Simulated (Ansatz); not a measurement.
# GaHO$_{3}$Si (SMILES O=[Si](O)[O][Ga]): what the fields show

```xyz
6

Ga    0.4936   -3.9890   -1.5143
O    -2.6619   -3.8584    1.4727
O    -0.2214   -3.4134    0.0871
O    -0.5650   -2.2299    2.3916
Si   -1.2719   -3.2401    1.3014
H    -1.1194   -2.0594    3.1654
```

Geometry: B3LYP-D3(BJ)/def2-SVP.

All numbers below come from isolated molecule in a Gaussian basis; Kohn-Sham density functional theory, functional PBE0 in Ansatz 0.2.0.

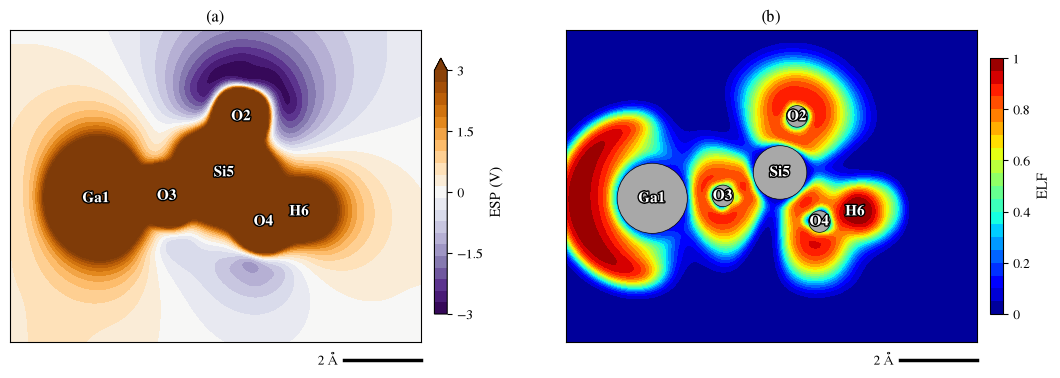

Figure 1. (a) molecular electrostatic potential; (b) electron localisation function on the molecular plane. Grey discs cover the atomic cores in the ELF map.

Describe what can be read from this map.

Answer. The section cuts through Ga, O, Si and H sites. Si–O (1.53 Å): the ELF peaks at about 0.85 between the atoms; a short, strongly polar bond. Ga–O (1.85 Å): the ELF peaks at about 0.85 in the valence shell of O, 0.6 Å from its nucleus, and is about 0.20 at the midpoint. O–H (0.97 Å): the ELF climbs to about 1 towards the hydrogen, as it does in any bond to H; an ordinary covalent bond to hydrogen. Si–O (1.61 Å): the ELF peaks at about 0.85 between the atoms, as expected for a short, strongly polar bond. The ELF also peaks beside O4, O3 and O2, away from the bonds: lone-pair regions. Outside the dense part of the molecule the potential is most negative (−3.0 V) near O2.

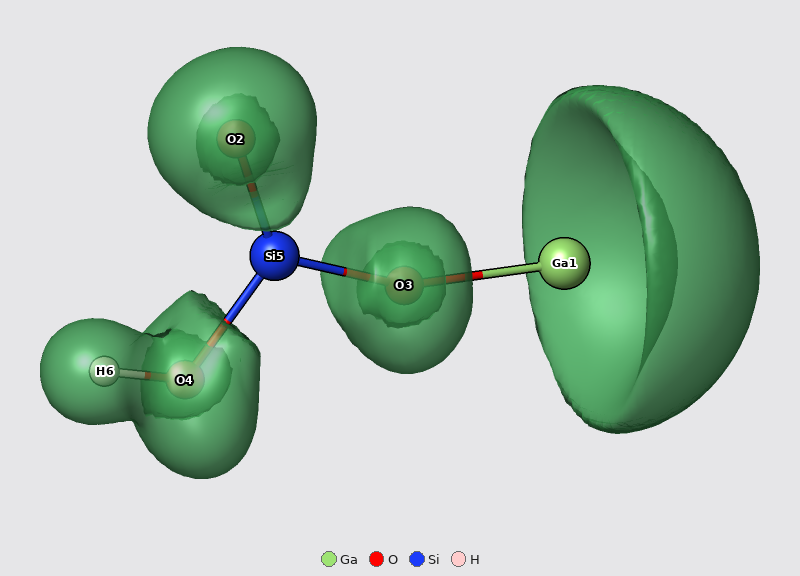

Figure 2. Isosurface of the electron localisation function at 0.75 (green), seen at a tilt. Core shells and regions of very low density are left out.

Describe the localisation domains.

Answer. At this value the surface marks out one lobe on Ga, pointing away from the bonds (lone pairs), two regions wrapped around O (the valence shell of each) and one joined region spread over several atoms (H, O), in which their bonds and any lone pairs are merged.

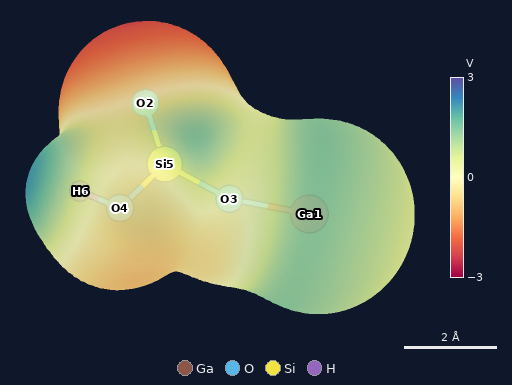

Figure 3. The electrostatic potential painted on the density surface at 0.001 e/bohr³, seen at a tilt; the colour scale runs from red (negative) to blue (positive).

Describe the electrostatic potential map.

Answer. The most negative region (about −2.2 V) lies over O2, the most positive (about +2.1 V) over H6. O2 is the likeliest acceptor of a hydrogen bond.

How polar is the molecule by this calculation?

Answer. Its dipole moment is 4.00 D.
